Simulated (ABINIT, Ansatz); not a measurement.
# Quasiparticle gap of H6PbCNCl3 (Pm) in ABINIT

Wanted: ground state, empty states, screening and self-energy for H6PbCNCl3 (Pm).

Calculated with ABINIT 10.8.3; PBEsol and many-body steps on it, plane waves.

## Step 1: The starting structure

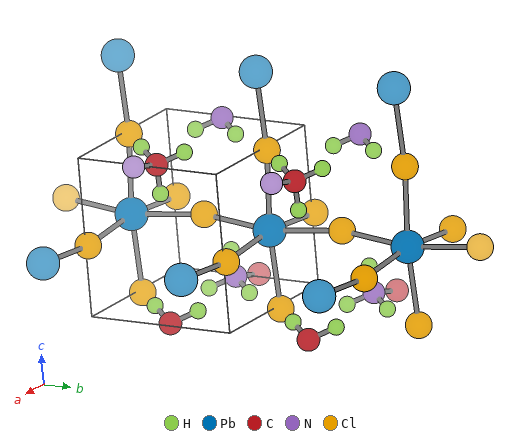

The starting structure, seen slightly off an axis (hydrogen green, lead blue, carbon red, nitrogen purple, chlorine orange). 1×2×1 cells are drawn. Some periodic images of atoms are drawn too.

The cell and positions are those that the Materials Project relaxed with its own functionals (PBE, PBE+U or r2SCAN), kept fixed. Spin-orbit coupling is left out unless a step names it.

## Step 2: Ground state

This step: ABINIT 10.8.3; DFT, PBEsol, plane waves, norm-conserving pseudopotentials.

The ground-state density comes first.

File run.abi:

```
acell 3*1.0 Angstrom
rprim 
  5.752832000000 0.000000000000 0.000000000000
  0.000000000000 5.764671000000 0.000000000000
  -0.002604000000 0.000000000000 5.855201000000
ntypat 5
znucl 1 82 6 7 17
natom 12
typat 1 1 1 1 1 1 2 3 4 5 5 5
xred 
  0.879476000000 0.500000000000 0.790423000000
  0.813252000000 0.344072000000 0.047387000000
  0.813252000000 0.655928000000 0.047387000000
  0.229661000000 0.354316000000 0.978538000000
  0.229661000000 0.645684000000 0.978538000000
  0.170957000000 0.500000000000 0.216412000000
  0.473988000000 0.000000000000 0.483874000000
  0.894268000000 0.500000000000 0.976848000000
  0.144932000000 0.500000000000 0.040731000000
  0.427891000000 0.000000000000 0.975558000000
  0.429192000000 0.500000000000 0.520036000000
  0.971826000000 0.000000000000 0.439660000000
pp_dirpath "pseudos"
pseudos "H.upf, Pb.upf, C.upf, N.upf, Cl.upf"
ecut 37
ngkpt 4 4 4
nshiftk 1
shiftk 0 0 0
kptopt 1
chksymbreak 0
nband 39
occopt 1
tolvrs 1e-08
nstep 60
prtwf 0
optforces 0
optstress 0
indata_prefix "in"
outdata_prefix "out"
tmpdata_prefix "tmp"
```

The run is started by

```bash
OMP_NUM_THREADS=1 mpirun -n 4 abinit run.abi > log
```

Numbers of over 12 decimals in the logs are rounded to 6 here.

The log of the run:

```text
.Version 10.8.3 of ABINIT. v10.8.2 released Aug 2026.

 Symmetries : space group Pm (#  6); Bravais mP (primitive monocl.)
================================================================================
 Values of the parameters that define the memory need of the present run
     intxc =       0    ionmov =       0      iscf =       7    lmnmax =       6
     lnmax =       6     mgfft =      64  mpssoang =       3    mqgrid =    3030
     natom =      12  nloc_mem =       1    nspden =       1   nspinor =       1
    nsppol =       1      nsym =       2    n1xccc =    2501    ntypat =       5
    occopt =       1   xclevel =       2
-    mband =          39        mffmem =           1         mkmem =           8
       mpw =       14106          nfft =      230400          nkpt =          30
================================================================================
  Rough estimation (10% accuracy) of disk space for files :
================================================================================

--------------------------------------------------------------------------------
------------- Echo of variables that govern the present computation ------------
--------------------------------------------------------------------------------
 -outvars: echo values of preprocessed input variables --------
            acell      1.8897261259E+00  1.8897261259E+00  1.8897261259E+00 Bohr

      chksymbreak           0
             ecut      3.70000000E+01 Hartree
-          fftalg         312

              ixc     -116133
              kpt      0.00000000E+00  0.00000000E+00  0.00000000E+00
                       2.50000000E-01  0.00000000E+00  0.00000000E+00
                       5.00000000E-01  0.00000000E+00  0.00000000E+00
                       0.00000000E+00  2.50000000E-01  0.00000000E+00
                       2.50000000E-01  2.50000000E-01  0.00000000E+00
                       5.00000000E-01  2.50000000E-01  0.00000000E+00
                       0.00000000E+00  5.00000000E-01  0.00000000E+00
                       2.50000000E-01  5.00000000E-01  0.00000000E+00
                       5.00000000E-01  5.00000000E-01  0.00000000E+00
   [... 19 further rows ...]
                       2.50000000E-01  5.00000000E-01  5.00000000E-01
                       5.00000000E-01  5.00000000E-01  5.00000000E-01
         kptrlatt        4    0    0      0    4    0      0    0    4
          kptrlen      4.34851077E+01
P           mkmem           8
            natom          12
            nband          39
            ngfft          60      60      64
             nkpt          30
            nstep          60
             nsym           2
           ntypat           5
              occ      2.000000  2.000000  2.000000  2.000000  2.000000  2.000000
                       2.000000  2.000000  2.000000  2.000000  2.000000  2.000000
                       2.000000  2.000000  2.000000  2.000000  2.000000  2.000000
                       2.000000  2.000000  2.000000  2.000000  2.000000  2.000000
                       2.000000  2.000000  2.000000  2.000000  2.000000  0.000000
                       0.000000  0.000000  0.000000  0.000000  0.000000  0.000000
[...]
optforces           0
        optstress           0
            prtwf           0
            rprim      5.7528320000E+00  0.0000000000E+00  0.0000000000E+00
[...]
spgroup           6

           tolvrs      1.00000000E-08

             xred      8.7947600000E-01  5.0000000000E-01  7.9042300000E-01
[...]
znucl        1.00000   82.00000    6.00000    7.00000   17.00000

================================================================================

 chkinp: Checking input parameters for consistency.

================================================================================
== DATASET  1 ==================================================================
-   mpi_nproc: 4, omp_nthreads: 1 (-1 if OMP is not activated)

--- !DatasetInfo
iteration_state: {dtset: 1, }
dimensions: {natom: 12, nkpt: 30, mband: 39, nsppol: 1, nspinor: 1, nspden: 1, mpw: 14106, }
cutoff_energies: {ecut:  37.0, pawecutdg:  -1.0, }
electrons: {nelect:   5.80000000E+01, charge:   0.00000000E+00, occopt:   1.00000000E+00, tsmear:   1.00000000E-02, }

 Real(R)+Recip(G) space primitive vectors, cartesian coordinates (Bohr,Bohr^-1):
 R(1)= 10.8712769  0.0000000  0.0000000  G(1)=  0.0919855  0.0000000  0.0000409
 R(2)=  0.0000000 10.8936494  0.0000000  G(2)=  0.0000000  0.0917966  0.0000000
 R(3)= -0.0049208  0.0000000 11.0647263  G(3)=  0.0000000  0.0000000  0.0903773
 Unit cell volume ucvol=  1.3103721E+03 bohr^3
 Angles (23,13,12)=  9.00000000E+01  9.00254813E+01  9.00000000E+01 degrees

 getcut: wavevector=  0.0000  0.0000  0.0000  ngfft=  60  60  64
         ecut(hartree)=     37.000   => boxcut(ratio)=   2.01146

--- Pseudopotential description ------------------------------------------------
- H Generated using ONCVPSP code by D. R. Hamann
-  1.00000   1.00000  180301                  znucl, zion, pspdat
12 -116133 1 -1 1180                          pspcod,pspxc,lmax,lloc,mmax
     nproj     2     1     0
  pspatm : epsatm=    0.35585368
         --- l  ekb(1:nproj) -->
[...]
1   -0.494138
[...]
pspatm: atomic psp has been read  and splines computed

   3.81994213E+03                                ecore*ucvol(ha*bohr**3)
--------------------------------------------------------------------------------

_setup2: Arith. and geom. avg. npw (full set) are   14085.578   14085.569

================================================================================

--- !BeginCycle
iteration_state: {dtset: 1, }
solver: {iscf: 7, nstep: 60, nline: 4, wfoptalg: 0, }
tolerances: {tolvrs: 1.00E-08, }

     iter   Etot(hartree)      deltaE(h)  residm     vres2
 ETOT  1  -278.22386680516    -2.782E+02 1.634E-01 1.185E+03
 ETOT  2  -278.68591519014    -4.620E-01 7.453E-03 1.364E+02
 ETOT  3  -278.71771292105    -3.180E-02 1.256E-02 4.403E+01
 ETOT  4  -278.71984699982    -2.134E-03 2.653E-03 9.635E+00
 ETOT  5  -278.72018980805    -3.428E-04 2.212E-03 2.972E+00
 ETOT  6  -278.72033032194    -1.405E-04 1.147E-03 5.166E-01
 ETOT  7  -278.72034502915    -1.471E-05 3.190E-03 2.411E-02
 ETOT  8  -278.72034687361    -1.844E-06 7.746E-04 2.515E-03
 ETOT  9  -278.72034698316    -1.096E-07 1.424E-03 1.776E-04
 ETOT 10  -278.72034699058    -7.417E-09 4.513E-04 1.635E-05
 ETOT 11  -278.72034699089    -3.097E-10 5.726E-04 4.588E-06
 ETOT 12  -278.72034699102    -1.289E-10 7.037E-04 9.723E-07
 ETOT 13  -278.72034699104    -2.490E-11 7.130E-04 2.401E-07
 ETOT 14  -278.72034699103     1.052E-11 5.944E-04 2.764E-08
 ETOT 15  -278.72034699107    -3.320E-11 5.020E-04 4.457E-09

 At SCF step   15       vres2   =  4.46E-09 < tolvrs=  1.00E-08 =>converged.

--- !ResultsGS
iteration_state: {dtset: 1, }
comment   : Summary of ground state results
lattice_vectors:
- [ 10.8712769,   0.0000000,   0.0000000, ]
- [  0.0000000,  10.8936494,   0.0000000, ]
- [ -0.0049208,   0.0000000,  11.0647263, ]
lattice_lengths: [  10.87128,   10.89365,   11.06473, ]
lattice_angles: [ 90.000,  90.025,  90.000, ] # degrees, (23, 13, 12)
lattice_volume:   1.3103721E+03
convergence: {deltae: -3.320E-11, res2:  4.457E-09, residm:  5.020E-04, diffor:  0.000E+00, }
etotal    :  -2.78720347E+02
entropy   :   0.00000000E+00
fermie    :   2.30585142E-02
cartesian_stress_tensor: null
pressure_GPa: null
xred      :
- [  8.7948E-01,   5.0000E-01,   7.9042E-01,  H]
- [  8.1325E-01,   3.4407E-01,   4.7387E-02,  H]
- [  8.1325E-01,   6.5593E-01,   4.7387E-02,  H]
- [  2.2966E-01,   3.5432E-01,   9.7854E-01,  H]
- [  2.2966E-01,   6.4568E-01,   9.7854E-01,  H]
- [  1.7096E-01,   5.0000E-01,   2.1641E-01,  H]
- [  4.7399E-01,   0.0000E+00,   4.8387E-01, Pb]
- [  8.9427E-01,   5.0000E-01,   9.7685E-01,  C]
- [  1.4493E-01,   5.0000E-01,   4.0731E-02,  N]
- [  4.2789E-01,   0.0000E+00,   9.7556E-01, Cl]
- [  4.2919E-01,   5.0000E-01,   5.2004E-01, Cl]
- [  9.7183E-01,   0.0000E+00,   4.3966E-01, Cl]
cartesian_forces: null
force_length_stats: {min: null, max: null, mean: null, }

 Integrated electronic density in atomic spheres:
 ------------------------------------------------
 Atom  Sphere_radius  Integrated_density
[...]
================================================================================

 ----iterations are completed or convergence reached----

 Mean square residual over all n,k,spin=   11.014E-07; max=  50.198E-05
 reduced coordinates (array xred) for   12 atoms
[...]
0.894268000000      0.500000000000      0.976848000000
       0.144932000000      0.500000000000      0.040731000000
       0.427891000000      0.000000000000      0.975558000000
       0.429192000000      0.500000000000      0.520036000000
       0.971826000000      0.000000000000      0.439660000000
 rms dE/dt=  0.0000E+00; max dE/dt=  0.0000E+00; dE/dt below (all hartree)
    1       0.000000000000      0.000000000000      0.000000000000
    2       0.000000000000      0.000000000000      0.000000000000
    3       0.000000000000      0.000000000000      0.000000000000
    4       0.000000000000      0.000000000000      0.000000000000
    5       0.000000000000      0.000000000000      0.000000000000
    6       0.000000000000      0.000000000000      0.000000000000
    7       0.000000000000      0.000000000000      0.000000000000
    8       0.000000000000      0.000000000000      0.000000000000
    9       0.000000000000      0.000000000000      0.000000000000
   10       0.000000000000      0.000000000000      0.000000000000
[...]
cartesian coordinates (angstrom) at end:
[...]
8      5.142030     2.882335     5.719641
    9      0.833663     2.882335     0.238488
   10      2.459045     0.000000     5.712088
   11      2.467715     2.882335     3.044915
   12      5.589607     0.000000     2.574298
 length scales=  1.889726125908  1.889726125908  1.889726125908 bohr
              =  1.000000000000  1.000000000000  1.000000000000 angstroms
 prteigrs : about to open file out_EIG
 Fermi (or HOMO) energy (hartree) =   0.02306   Average Vxc (hartree)=  -0.29285
 Eigenvalues (hartree) for nkpt=  30  k points:
 kpt#   1, nband= 39, wtk=  0.01563, kpt=  0.0000  0.0000  0.0000 (reduced coord)
  -5.08766   -2.94317   -2.94286   -2.94218   -0.67869   -0.57280   -0.57152   -0.56838
  -0.56756   -0.56724   -0.49554   -0.47703   -0.46360   -0.42362   -0.29521   -0.28891
  -0.22029   -0.20982   -0.13893   -0.13859   -0.10951   -0.10925   -0.10202   -0.05003
  -0.04538   -0.04397   -0.03885   -0.02663   -0.02565    0.18745    0.22214    0.22828
   0.24399    0.24991    0.26297    0.26694    0.30413    0.30890    0.32338
 prteigrs : prtvol=0 or 1, do not print more k-points.

--- !EnergyTerms
iteration_state     : {dtset: 1, }
comment             : Components of total free energy in Hartree
kinetic             :  9.02173690996790E+01
hartree             :  1.02596176983359E+02
xc                  : -5.41799090247884E+01
Ewald energy        : -1.26206940000036E+02
psp_core            :  2.91515838356355E+00
local_psp           : -3.12454514599004E+02
non_local_psp       :  1.83923121661612E+01
total_energy        : -2.78720346991066E+02
total_energy_eV     : -7.58436701658776E+03
band_energy         : -4.21652597333271E+01

== END DATASET(S) ==============================================================
================================================================================

 -outvars: echo values of variables after computation  --------
           etotal     -2.7872034699E+02
            nband          39
             nkpt          30
          spgroup           6
 [... the other variables as echoed above ...]

 Calculation completed.
```

Run time: 4.9 min. Hardware: 4 MPI ranks of Arm Neoverse V1, shared host; peak memory 0.75 GiB.

This step gave:

```
total energy               : -7584.3670 eV
gap                        : 2.463 eV
k of the valence top       : 0.5, 0.5, 0.5
k of the conduction bottom : 0.5, 0.5, 0.5
least direct gap           : 2.463 eV
```

The gap is direct, at (0.500, 0.500, 0.500).

(Continued in part 2 of 3.)

[Paths, hosts, dates, memory and timing lines, banners, echoed tables and standing remarks are left out of the program output.]

[Logs are printed without paths, hosts, clocks, repeated set-up lines and the standing remarks that a program may print on its own settings, such as how far it seeks lower states.]

[Runs of the session that timed out or met a known fault of the program may be left out.]

[Hosts, paths, dates, database ids (printed as entryN), source tags and the programs' standing remarks are cut or masked in the printed files.]

[G0W0 gaps are taken among the corrected bands and points alone; a level outside them can change the order at an edge.]

[Where Ansatz stands beside ABINIT at settings called matched, ABINIT's density can come from a denser mesh and the files from another edition; pairs whose starting gaps differed by over 0.03 eV were left out, so agreement reads better than it is.]
